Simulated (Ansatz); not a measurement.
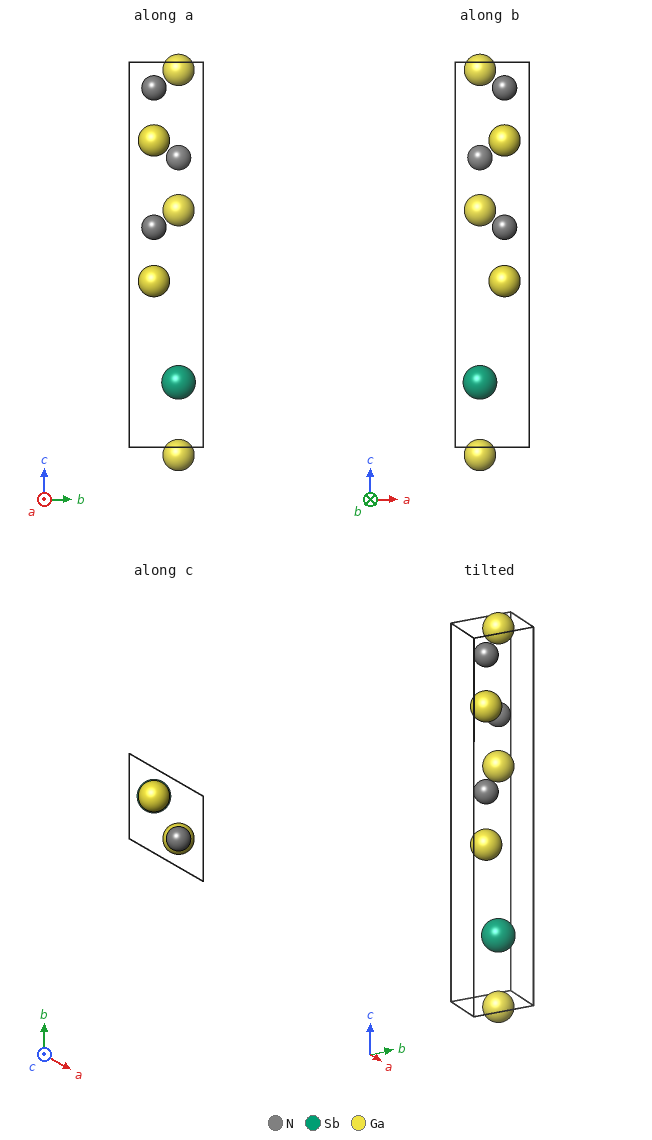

View along the a axis, along the b axis, along the c axis and slightly off an axis, drawn as a spheres-only model. The frame is the conventional unit cell; atoms at its boundary are shown with their periodic copies.

Lattice parameters: a = 3.204 Å, b = 3.204 Å, c = 14.486 Å, α = 90.00°, β = 90.00°, γ = 120.00°. Put a along x and b in the xy plane.

Question: Put the structure into a POSCAR file, with free fractional coordinates to two decimals.

Answer:
```
N Sb Ga
1.0
     3.204    0.000    0.000
    -1.602    2.775    0.000
     0.000    0.000   14.486
N Sb Ga
3 1 4
Direct
  0.6667 0.3333 0.93
  0.6667 0.3333 0.57
  0.3333 0.6667 0.75
  0.3333 0.6667 0.17
  0.6667 0.3333 0.80
  0.6667 0.3333 0.43
  0.3333 0.6667 0.62
  0.3333 0.6667 0.98
```

Provenance: a structure type filled with these elements by a generator (whether the compound takes this form wasn't checked). This is the structure after a relaxation with Ansatz 0.2.0, DFT, PBE, plane waves, PAW.
